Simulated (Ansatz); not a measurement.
## Run report: CH₄BrSi (charge +1), geometry relaxation

System: CH₄BrSi, charge +1.
Method: RKS PBE-D4/def2-SVP (Ansatz 0.2.0).

Figures and captions count atoms from 1; the log counts them from 0 in places.

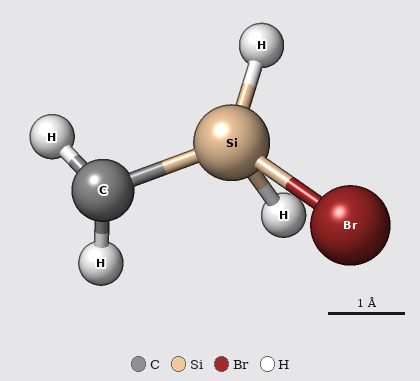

Figure 1. The starting structure (ball-and-stick view, seen at a tilt).

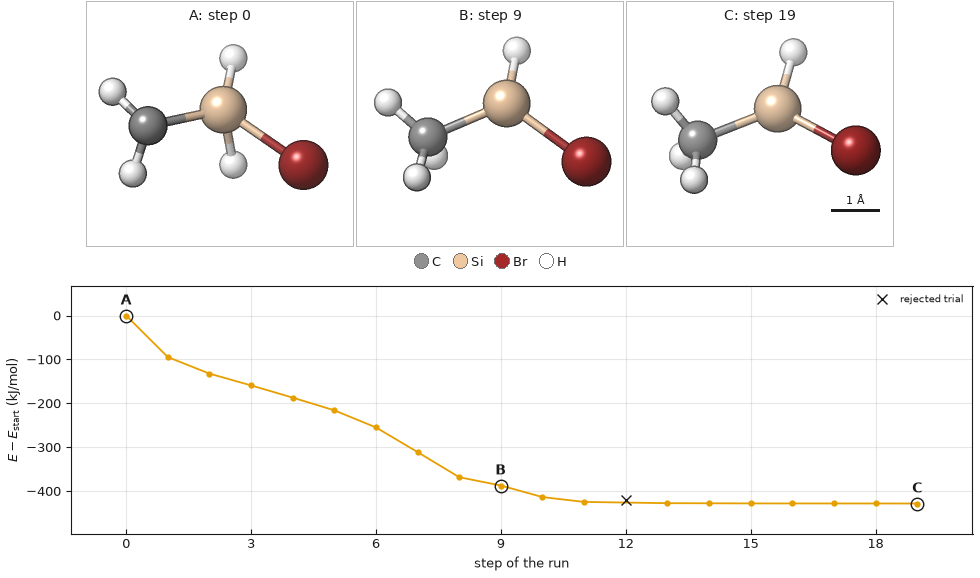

Figure 2. Frames of the relaxation (ball-and-stick view, seen at a tilt) above the curves, on which the letters mark them (the first geometry is step 0 here and step 1 in the log).

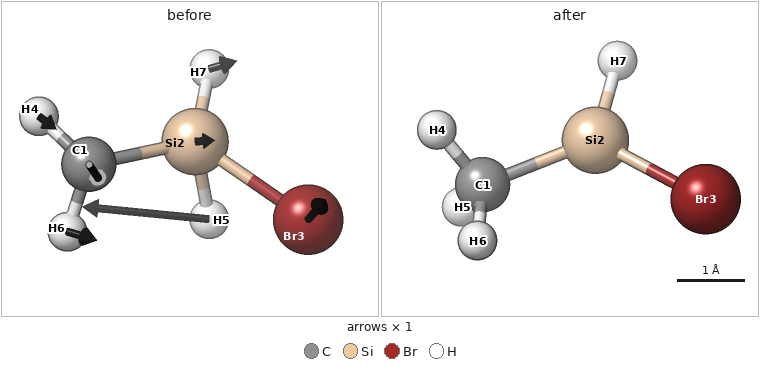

Figure 3. Before (left) and after (right) the relaxation, at one scale (ball-and-stick view, seen at a tilt). The black arrows give the displacements, at true length. After 19 geometry steps the energy has fallen by 428.2 kJ/mol. Largest force component: 4 eV/Å at the start, 0.0066 eV/Å at the end. The line search rejected the trial step at point 12 (counted from 0) and went back. H5 moves most after the best rigid fit: 1.94 Å. Largest moves by element: H 1.94 Å, C 0.79 Å, Br 0.70 Å, Si 0.31 Å. Distances before and after: C1–H5 2.532 → 1.115 Å, Si2–H5 1.420 → 2.421 Å, Si2–Br3 2.113 → 2.140 Å, C1–H4 1.092 → 1.114 Å. New bonds form: C1–H5 (2.53 → 1.12 Å). Bonds break: Si2–H5 (1.42 → 2.42 Å). Among the angles that change: Si2–C1–H6 109.4° → 112.7°, Si2–C1–H4 110.8° → 108.8°. (Atoms are counted from 1 in the order of the input.)

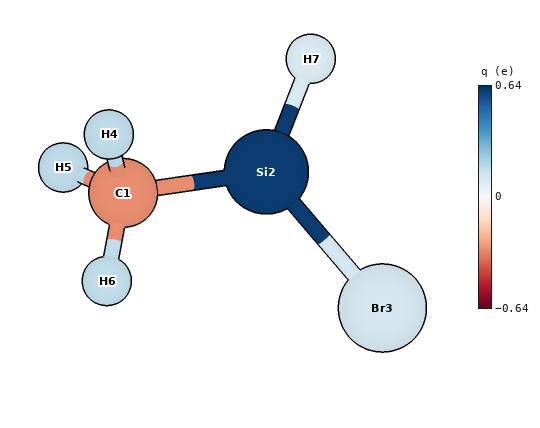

Figure 4. Mulliken charges, as the colour of each atom (ball-and-stick view, seen at a tilt; atoms are numbered from 1 in the order of the input). By element: C −0.30, Si +0.61, Br +0.11 and H +0.09 to +0.16 e.

The input and output of the run follow.

## Input file
```yaml
crystal:
  periodic: [false, false, false]
  atoms:
    - {symbol: C, position_ang: [-0.714047, 0.459035, -0.284955]}
    - {symbol: Si, position_ang: [0.828521, -0.316210, 0.271906]}
    - {symbol: Br, position_ang: [0.890304, -2.344665, 0.860510]}
    - {symbol: H, position_ang: [-0.553184, 1.512258, -0.525750]}
    - {symbol: H, position_ang: [1.055305, -1.297387, -0.729223]}
    - {symbol: H, position_ang: [-1.090430, -0.072382, -1.167515]}
    - {symbol: H, position_ang: [2.114765, 0.397874, 0.348161]}
basis:
  gaussian: {orbitals: def2-SVP}
total_charge: 1
hamiltonian: {xc: pbe, dispersion: d4}
relax: {f_tol: 0.03, max_steps: 250}
```

Run as:
```bash
ansatz run in.yaml --threads 2 --pin off --events-out ev --progress --plain --max-ram 4352MiB
```

## What the program printed
```
Functional definition: PBE
  name "PBE"
  cite "Perdew, Burke & Ernzerhof, Phys. Rev. Lett. 77, 3865 (1996) doi:10.1103/PhysRevLett.77.3865"
  parent pbe
  parameter kappa = 0.804
  parameter beta = 0.06672455060314922
  exchange = pbe_x(kappa = kappa, mu = beta*pi^2/3)
  correlation = pbe_c(beta = beta)
931 factors; their error is unknown
mean field evaluation 1: about -78962.8618 eV, gradient 8.4e1 eV
mean field evaluation 2: about -78819.5529 eV, gradient 1.6e2 eV
mean field evaluation 4: about -78985.8652 eV, gradient 1.6e1 eV
mean field evaluation 8: about -78986.8071 eV, gradient 3.4e-1 eV
mean field evaluation 16: about -78986.7152 eV, gradient 4.1e-3 eV
mean field -78986.71520041 eV, -2902.7082444968 hartree, gradient 5.9e-5 eV, S^2 0.000000; 1 other end points of the search recorded, 0 dependent functions left out
the calculation of the forces begins
reference -78986.71522925 eV, -2902.7082455566 hartree; 29, 29 occupied and 55, 55 virtual orbitals, 931 factors
relax step   1: F+E_penalty+E_count = -78986.83801894 eV  Δ(F+E_penalty+E_count) = +0.000e0 eV  max|allowed force component| = 4.007e0 eV/Å  Δτ_max = 0.0000 Å  (70 SCF iters, accepted)
these checks for a lower state are left out or cut short: starts, cluster_reference, orbital_swaps, neighbouring_geometries, increment
931 factors; their error is unknown
mean field evaluation 32: about -78987.6976 eV, gradient 1.3e-1 eV
mean field -78987.69761895 eV, -2902.7443477118 hartree, gradient 1.9e-5 eV, S^2 0.000000; 1 other end points of the search recorded, 0 dependent functions left out
[... from here on the field's lines of each further geometry are left out, up to the last ...]
relax step   2: F+E_penalty+E_count = -78987.81751430 eV  Δ(F+E_penalty+E_count) = -9.795e-1 eV  max|allowed force component| = 1.598e0 eV/Å  Δτ_max = 0.1946 Å  (65 SCF iters, accepted)
relax step   3: F+E_penalty+E_count = -78988.20829067 eV  Δ(F+E_penalty+E_count) = -3.908e-1 eV  max|allowed force component| = 1.445e0 eV/Å  Δτ_max = 0.1940 Å  (35 SCF iters, accepted)
relax step   4: F+E_penalty+E_count = -78988.48657446 eV  Δ(F+E_penalty+E_count) = -2.783e-1 eV  max|allowed force component| = 1.021e0 eV/Å  Δτ_max = 0.1934 Å  (30 SCF iters, accepted)
relax step   5: F+E_penalty+E_count = -78988.77552429 eV  Δ(F+E_penalty+E_count) = -2.889e-1 eV  max|allowed force component| = 8.648e-1 eV/Å  Δτ_max = 0.1951 Å  (36 SCF iters, accepted)
relax step   6: F+E_penalty+E_count = -78989.07557105 eV  Δ(F+E_penalty+E_count) = -3.000e-1 eV  max|allowed force component| = 1.037e0 eV/Å  Δτ_max = 0.1951 Å  (30 SCF iters, accepted)
relax step   7: F+E_penalty+E_count = -78989.47872538 eV  Δ(F+E_penalty+E_count) = -4.032e-1 eV  max|allowed force component| = 1.622e0 eV/Å  Δτ_max = 0.1950 Å  (27 SCF iters, accepted)
relax step   8: F+E_penalty+E_count = -78990.06120837 eV  Δ(F+E_penalty+E_count) = -5.825e-1 eV  max|allowed force component| = 2.105e0 eV/Å  Δτ_max = 0.1947 Å  (28 SCF iters, accepted)
relax step   9: F+E_penalty+E_count = -78990.65397152 eV  Δ(F+E_penalty+E_count) = -5.928e-1 eV  max|allowed force component| = 2.170e0 eV/Å  Δτ_max = 0.1972 Å  (33 SCF iters, accepted)
relax step  10: F+E_penalty+E_count = -78990.85051286 eV  Δ(F+E_penalty+E_count) = -1.965e-1 eV  max|allowed force component| = 2.879e0 eV/Å  Δτ_max = 0.1972 Å  (31 SCF iters, accepted)
relax step  11: F+E_penalty+E_count = -78991.12377760 eV  Δ(F+E_penalty+E_count) = -2.733e-1 eV  max|allowed force component| = 1.412e0 eV/Å  Δτ_max = 0.2000 Å  (27 SCF iters, accepted)
relax step  12: F+E_penalty+E_count = -78991.23814255 eV  Δ(F+E_penalty+E_count) = -1.144e-1 eV  max|allowed force component| = 7.928e-1 eV/Å  Δτ_max = 0.1946 Å  (28 SCF iters, accepted)
relax step  13: F+E_penalty+E_count = -78991.18984440 eV  Δ(F+E_penalty+E_count) = +4.830e-2 eV  max|allowed force component| = 1.009e0 eV/Å  Δτ_max = 0.1754 Å  (27 SCF iters, rejected (line search))
relax step  14: F+E_penalty+E_count = -78991.26810830 eV  Δ(F+E_penalty+E_count) = -2.997e-2 eV  max|allowed force component| = 1.715e-1 eV/Å  Δτ_max = 0.0873 Å  (27 SCF iters, accepted)
relax step  15: F+E_penalty+E_count = -78991.27045420 eV  Δ(F+E_penalty+E_count) = -2.346e-3 eV  max|allowed force component| = 1.640e-1 eV/Å  Δτ_max = 0.0669 Å  (27 SCF iters, accepted)
relax step  16: F+E_penalty+E_count = -78991.27329836 eV  Δ(F+E_penalty+E_count) = -2.844e-3 eV  max|allowed force component| = 3.397e-2 eV/Å  Δτ_max = 0.0584 Å  (27 SCF iters, accepted)
relax step  17: F+E_penalty+E_count = -78991.27414415 eV  Δ(F+E_penalty+E_count) = -8.458e-4 eV  max|allowed force component| = 3.992e-2 eV/Å  Δτ_max = 0.0421 Å  (27 SCF iters, accepted)
relax step  18: F+E_penalty+E_count = -78991.27462191 eV  Δ(F+E_penalty+E_count) = -4.778e-4 eV  max|allowed force component| = 1.059e-1 eV/Å  Δτ_max = 0.0698 Å  (27 SCF iters, accepted)
relax step  19: F+E_penalty+E_count = -78991.27511378 eV  Δ(F+E_penalty+E_count) = -4.919e-4 eV  max|allowed force component| = 6.561e-2 eV/Å  Δτ_max = 0.0089 Å  (28 SCF iters, accepted)
the calculation of the forces begins
reference -78991.15106460 eV, -2902.8712594986 hartree; 29, 29 occupied and 55, 55 virtual orbitals, 931 factors
relax step  20: F+E_penalty+E_count = -78991.27561102 eV  Δ(F+E_penalty+E_count) = -4.972e-4 eV  max|allowed force component| = 6.610e-3 eV/Å  Δτ_max = 0.0182 Å  (28 SCF iters, accepted)
931 factors; their error is unknown
mean field evaluation 192: about -78991.1510 eV, gradient 1.1e-4 eV
mean field -78991.15103452 eV, -2902.8712583933 hartree, gradient 1.8e-5 eV, S^2 0.000000; 1 other end points of the search recorded, 0 dependent functions left out
the calculation of the forces begins
reference -78991.15106460 eV, -2902.8712594986 hartree; 29, 29 occupied and 55, 55 virtual orbitals, 931 factors
Total energy: -78991.27564109 eV, -2902.8758376006 hartree
Atom 0 at    -0.194502     0.115818    -0.794149 Å, force    -0.000916     0.002402    -0.001927 eV/Å
Atom 1 at     1.005481    -0.496291     0.444888 Å, force    -0.005441     0.002772    -0.004336 eV/Å
Atom 2 at     0.679911    -2.281899     1.578724 Å, force    -0.000569    -0.001372     0.002842 eV/Å
Atom 3 at    -0.424089     1.183621    -0.573521 Å, force     0.000061    -0.006610     0.003943 eV/Å
Atom 4 at     0.299170     0.095753    -1.794204 Å, force     0.002947     0.000313    -0.000032 eV/Å
Atom 5 at    -1.124281    -0.484592    -0.821744 Å, force     0.001963     0.001845     0.000949 eV/Å
Atom 6 at     2.289545     0.206112     0.733140 Å, force     0.001956     0.000650    -0.001438 eV/Å
Dipole moment:     0.047347     0.854390    -0.619853 e Å
```

## Trajectory as extended XYZ (Å, eV, eV/Å), 14 of the 20 frames kept, from step=1 to step=20
```
7
Properties=species:S:1:pos:R:3:forces:R:3 step=1 energy=-78986.83802
C    -0.7140    0.4590   -0.2850    1.9090  -0.5679  -1.0498
Si    0.8285   -0.3162    0.2719   -0.4083   4.0067   1.3994
Br    0.8903   -2.3447    0.8605    0.0671  -2.8159   1.4662
H    -0.5532    1.5123   -0.5258   -0.3124   0.7813   0.1533
H     1.0553   -1.2974   -0.7292   -0.0134  -1.3195  -2.9623
H    -1.0904   -0.0724   -1.1675   -1.3995  -0.4189   0.2615
H     2.1148    0.3979    0.3482    0.1576   0.3342   0.7317
7
Properties=species:S:1:pos:R:3:forces:R:3 step=2 energy=-78987.81751
C    -0.6080    0.4809   -0.3760   -0.1428  -0.8756  -1.5980
Si    0.8822   -0.3039    0.2716    0.3146   0.5965   0.6903
Br    0.9099   -2.4357    0.9223   -0.1181  -0.3400   0.4563
H    -0.5724    1.5727   -0.5742   -0.0771  -0.0037  -0.0196
H     1.0376   -1.2947   -0.8501   -0.0815  -0.1548  -1.3401
H    -1.2701   -0.1159   -1.1067    0.2073   0.6502   1.3587
H     2.1520    0.4350    0.4864   -0.1023   0.1274   0.4524
7
Properties=species:S:1:pos:R:3:forces:R:3 step=4 energy=-78988.48657
C    -0.5227    0.4332   -0.4386   -0.7895  -0.3284  -0.8866
Si    0.9453   -0.3652    0.2603    0.5178  -1.0212   0.3624
Br    0.8458   -2.4584    1.0388   -0.0628   0.4782   0.0356
H    -0.4983    1.5155   -0.7403    0.0570  -0.4270  -0.0639
H     1.0388   -1.0765   -1.1571   -0.2760   0.7551  -0.1096
H    -1.4027   -0.1605   -0.8663    0.7239   0.5524   0.6266
H     2.1251    0.4503    0.6764   -0.1704  -0.0091   0.0355
7
Properties=species:S:1:pos:R:3:forces:R:3 step=5 energy=-78988.77552
C    -0.4920    0.3878   -0.4715    0.1198  -0.0317  -0.1764
Si    0.9595   -0.4193    0.2891    0.1189  -0.6165   0.1978
Br    0.8289   -2.4611    1.0987   -0.0290   0.3762   0.0056
H    -0.4576    1.4697   -0.7887    0.1736  -0.5847  -0.1563
H     0.9836   -0.9126   -1.2474   -0.4630   0.8648   0.0239
H    -1.3980   -0.1696   -0.8063    0.1787   0.0472   0.1212
H     2.1069    0.4435    0.6992   -0.0990  -0.0553  -0.0159
7
Properties=species:S:1:pos:R:3:forces:R:3 step=7 energy=-78989.47872
C    -0.4346    0.3095   -0.4916    1.6224  -0.6398  -0.4929
Si    0.9693   -0.4757    0.3735   -0.5457   0.5671   0.3669
Br    0.8205   -2.4651    1.1555    0.0502  -0.1552   0.0620
H    -0.3547    1.3577   -0.8837    0.2409  -0.4360   0.0095
H     0.7710   -0.5915   -1.2971   -1.2741   1.1095   0.1679
H    -1.3517   -0.2191   -0.7889   -0.1549  -0.2914  -0.0446
H     2.1116    0.4226    0.7054    0.0613  -0.1542  -0.0688
7
Properties=species:S:1:pos:R:3:forces:R:3 step=8 energy=-78990.06121
C    -0.3954    0.2702   -0.5193    2.1046  -0.9841  -1.1596
Si    0.9519   -0.4700    0.4357   -0.5327   0.6725   0.6425
Br    0.8251   -2.4715    1.1665    0.0771  -0.1908   0.0567
H    -0.2996    1.3073   -0.9235    0.1085  -0.2614   0.2133
H     0.6412   -0.4465   -1.2904   -1.7452   1.1667   0.2729
H    -1.3221   -0.2549   -0.7950   -0.1068  -0.2245   0.0305
H     2.1302    0.4040    0.6991    0.0945  -0.1784  -0.0563
7
Properties=species:S:1:pos:R:3:forces:R:3 step=10 energy=-78990.85051
C    -0.2646    0.1641   -0.6786   -2.1172   1.7505   2.0202
Si    0.8733   -0.4028    0.6262    0.5436   0.0652  -0.4551
Br    0.8475   -2.4535    1.2412   -0.0560   0.0469   0.2557
H    -0.2586    1.2759   -0.8805   -0.2066  -0.5958   0.4039
H     0.3661   -0.2190   -1.3997    2.1323  -1.3577  -2.8793
H    -1.2500   -0.3321   -0.8329    0.1599   0.2434   0.3241
H     2.2175    0.3059    0.6975   -0.4560  -0.1526   0.3304
7
Properties=species:S:1:pos:R:3:forces:R:3 step=11 energy=-78991.12378
C    -0.2605    0.1554   -0.7206   -0.4124   0.7524   0.6400
Si    0.9348   -0.4260    0.5237    0.7073   0.4108   0.2814
Br    0.8627   -2.4132    1.2806   -0.0953  -0.2869   0.1626
H    -0.2613    1.2620   -0.8714   -0.1469  -0.2112   0.2751
H     0.2769   -0.2249   -1.5753    0.6421  -0.5422  -1.4117
H    -1.2683   -0.3071   -0.7588    0.0733   0.0801   0.2768
H     2.2469    0.2924    0.8949   -0.7681  -0.2030  -0.2242
7
Properties=species:S:1:pos:R:3:forces:R:3 step=13 energy=-78991.18984 accepted=F
C    -0.1869    0.1246   -0.8210    0.1095  -0.1981   0.7422
Si    0.9787   -0.4443    0.4718   -0.7235  -0.7131  -0.6517
Br    0.7515   -2.3344    1.4232   -0.0459  -0.2149   0.2006
H    -0.2579    1.2151   -0.6413   -0.2730   0.1907  -0.3052
H     0.2312   -0.0847   -1.8246    0.0553   0.0586  -0.1894
H    -1.1444   -0.4127   -0.6739   -0.1311   0.1810  -0.2009
H     2.1590    0.2748    0.8390    1.0086   0.6958   0.4043
7
Properties=species:S:1:pos:R:3:forces:R:3 step=14 energy=-78991.26811
C    -0.1994    0.1306   -0.7844   -0.0704   0.0173  -0.1715
Si    0.9846   -0.4740    0.4726    0.1039  -0.0189   0.1025
Br    0.8063   -2.3935    1.4120   -0.0320   0.0637  -0.0458
H    -0.2764    1.2405   -0.7392    0.0356  -0.0607   0.0285
H     0.2286   -0.1300   -1.7889   -0.0757   0.0302   0.1374
H    -1.2049   -0.3356   -0.6987    0.1213  -0.0067   0.0002
H     2.1925    0.3005    0.8998   -0.0828  -0.0249  -0.0513
7
Properties=species:S:1:pos:R:3:forces:R:3 step=16 energy=-78991.27330
C    -0.1954    0.1264   -0.7916    0.0010  -0.0340   0.0172
Si    0.9998   -0.4793    0.4577   -0.0030  -0.0148   0.0094
Br    0.7344   -2.3413    1.4820   -0.0052   0.0163  -0.0098
H    -0.3474    1.2210   -0.6617    0.0036  -0.0129  -0.0030
H     0.2566   -0.0281   -1.8012   -0.0013   0.0166   0.0166
H    -1.1587   -0.4194   -0.7410    0.0109   0.0191  -0.0121
H     2.2420    0.2594    0.8288   -0.0060   0.0097  -0.0183
7
Properties=species:S:1:pos:R:3:forces:R:3 step=17 energy=-78991.27414
C    -0.1946    0.1235   -0.7900   -0.0289   0.0064  -0.0130
Si    1.0021   -0.4840    0.4536    0.0035  -0.0145   0.0378
Br    0.7122   -2.3247    1.5097    0.0080   0.0247  -0.0100
H    -0.3762    1.2117   -0.6346    0.0252  -0.0399  -0.0048
H     0.2764    0.0087   -1.7964   -0.0219   0.0193   0.0176
H    -1.1472   -0.4420   -0.7632    0.0156   0.0095  -0.0203
H     2.2586    0.2453    0.7941   -0.0015  -0.0054  -0.0073
7
Properties=species:S:1:pos:R:3:forces:R:3 step=19 energy=-78991.27511
C    -0.1952    0.1180   -0.7921    0.0084  -0.0173  -0.0656
Si    1.0071   -0.4962    0.4431   -0.0076   0.0132   0.0502
Br    0.6832   -2.2913    1.5654    0.0138   0.0213  -0.0174
H    -0.4141    1.1911   -0.5844    0.0072  -0.0335   0.0009
H     0.2958    0.0780   -1.7953   -0.0353   0.0122   0.0473
H    -1.1291   -0.4784   -0.8089    0.0251   0.0275  -0.0034
H     2.2835    0.2174    0.7453   -0.0117  -0.0234  -0.0119
7
Properties=species:S:1:pos:R:3:forces:R:3 step=20 energy=-78991.27561
C    -0.1945    0.1158   -0.7941   -0.0009   0.0024  -0.0019
Si    1.0055   -0.4963    0.4449   -0.0054   0.0028  -0.0043
Br    0.6799   -2.2819    1.5787   -0.0006  -0.0014   0.0028
H    -0.4241    1.1836   -0.5735    0.0001  -0.0066   0.0039
H     0.2992    0.0958   -1.7942    0.0029   0.0003   0.0000
H    -1.1243   -0.4846   -0.8217    0.0020   0.0018   0.0009
H     2.2895    0.2061    0.7331    0.0020   0.0006  -0.0014
```

## Results in brief

| quantity | value |
| --- | --- |
| outcome | converged |
| total energy | −78991.2756 eV |
| mean-field energy | −78991.1511 eV |
| dispersion energy | −0.1246 eV |
| SCF solution under orbital rotations | stable |
| largest force (length of the vector) at the end | 0.008 eV/Å |
| hardware | 2 threads of Arm Neoverse V2, 23 GiB of memory available, shared host |
| wall time | 22 s (CPU time 40 s) |
| peak memory | 0.15 GiB |
